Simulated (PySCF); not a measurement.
**F2, SMILES `FF`: what the electrons do**

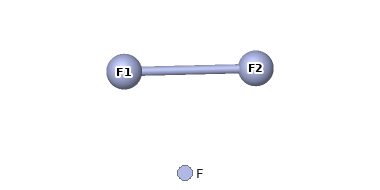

The molecule, with its atoms numbered as below. No frequency check shows the geometry to be a minimum.

Cartesian coordinates (Å):

```
F1       0.7016    0.0000    0.0000
F2      -0.7016    0.0000    0.0000
```

## 1. Bonding charge

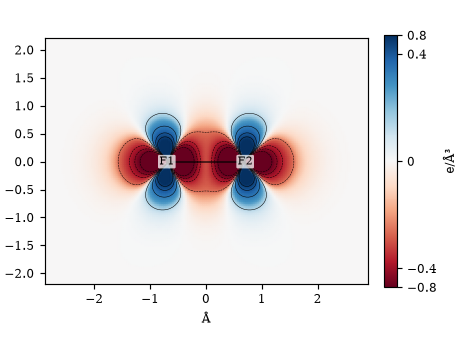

Deformation density (molecule less spherical, spin-averaged free atoms) in a plane that holds the bond; colour scale in e/Å³, logarithmic beyond ±0.1; blue: gain, red: loss.

PySCF calculation, BLYP/def2-SVPD, gas phase; geometry: GFN2-xTB.

Question: Describe the bonding that the map shows.

Answer: F1–F2: −0.16 e/Å³ at the bond critical point (bond length 1.40 Å). In all, 0.7 electrons gather in the regions of gain relative to the promolecule. A small or negative value marks a very polar bond, one between electron-rich atoms, whose free-atom densities already overlap strongly, a long bond to a heavier atom, or a closed-shell contact such as a hydrogen bond.

Question: Where do the Hirshfeld charges lie?

Answer: The highest Hirshfeld charge is on F1 and F2 (0.00 e), the lowest on F1 and F2 (0.00 e).

| atom | charge (e) |
| --- | --- |
| F1 | 0.00 |
| F2 | 0.00 |

## 2. Bond critical points

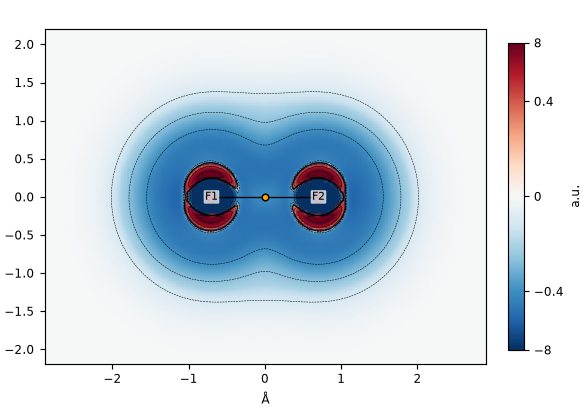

Negative Laplacian of the density (−∇²ρ) in a plane that holds the bond (red positive, blue negative, colour scale in a.u., logarithmic beyond ±0.04), with bond paths and bond critical points (dots).

Question: At which bond critical points in this plane is charge locally concentrated, and at which depleted?

Answer: At none is it concentrated. Depleted (∇²ρ > 0): F1–F2 (+0.47 a.u., H = −0.162). A positive Laplacian with clearly negative H marks a strongly polar covalent bond, whose critical point lies close to the core of the less electronegative atom.

## 3. Local ionisation energy

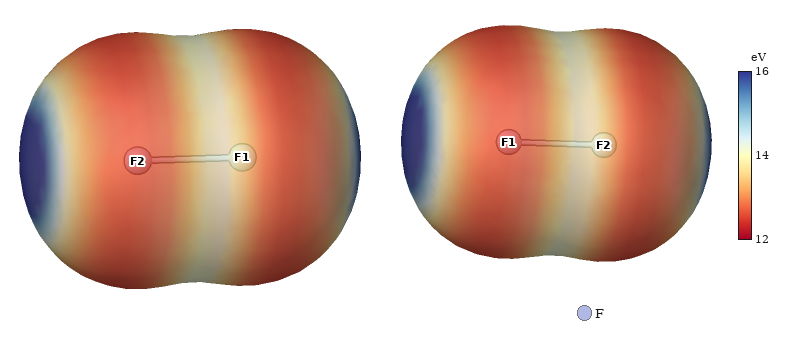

Average local ionisation energy on the surface of electron density 0.001 a.u. (back view left, front view right).

Question: Locate the minima of the map.

Answer: The lowest value is 12.5 eV, 1.7 Å from F2, and at like points elsewhere. For comparison, the highest occupied orbital lies at −9.6 eV.

Question: What volume does the surface enclose, and what is the dipole moment?

Answer: About 30 Å³; the dipole moment is 0.0 D.

## 4. In an electric field

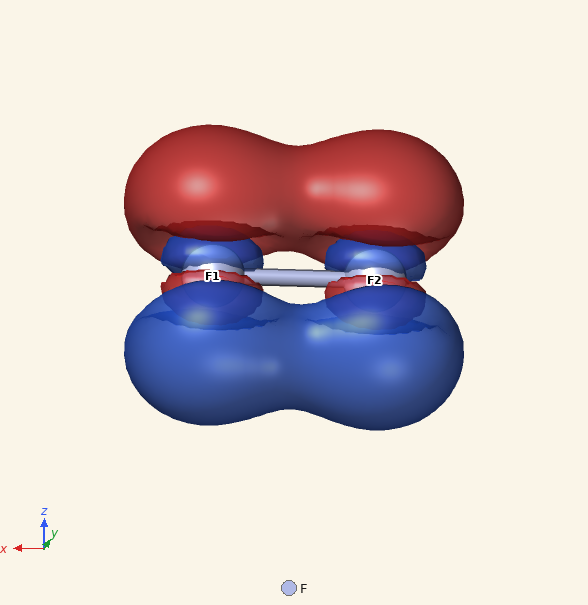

Change of the electron density in a uniform field of 0.21 V/Å, surfaces at ±0.0008 e/Å³ (red: gain, blue: loss).

Method: r2SCAN/def2-SVPD; geometry: GFN2-xTB; program: PySCF.

The field was applied in both directions; the picture shows the one opposite to the script's first.

Question: Along which Cartesian direction does the field point?

Answer: Along −z: electrons gather on the +z side, against the field.

Question: What dipole is induced, and what polarisability does it imply?

Answer: The induced dipole is 0.06 D (along the field); α along this axis, from the fields in both directions, is 6 bohr³ (0.9 Å³).

## 5. Localised orbitals

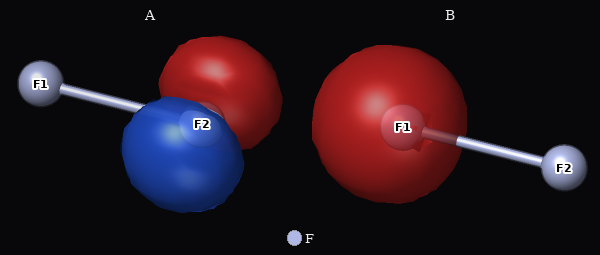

Intrinsic bond orbitals (IBO), occupied; each surface holds about 70 % of the orbital's density. Energies are diagonal elements of the Fock matrix.

Method: LDA (SVWN)/def2-SVP; geometry: GFN2-xTB; program: PySCF.

Question: What does each orbital represent in a Lewis picture?

Answer: By panel:
- A: lone pair on F2 (p-type) (F2 100 %; −10.8 eV)
- B: lone pair on F1 (s-type) (F1 100 %; −27.1 eV)

Question: How do all the valence pairs divide up?

Answer: 7 pairs: 6 lone pairs and 1 σ bond.
